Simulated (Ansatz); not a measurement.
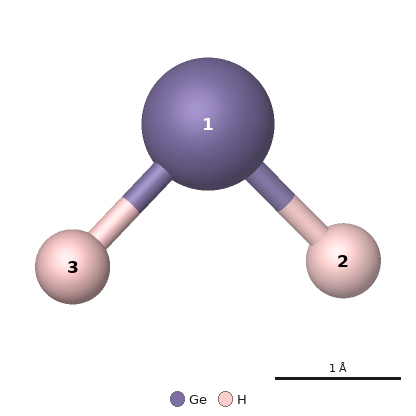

Orthographic view with a scale bar. Computed geometry: PBE0-D4/def2-TZVP optimisation.

Write Cartesian coordinates in Å in the frame of the picture: x to the right, y up, z towards the viewer, origin at the mean of the atomic positions.

```xyz
3
GeH2
Ge   0.00   0.75   0.05
H    1.08  -0.35  -0.36
H   -1.08  -0.40   0.31
```
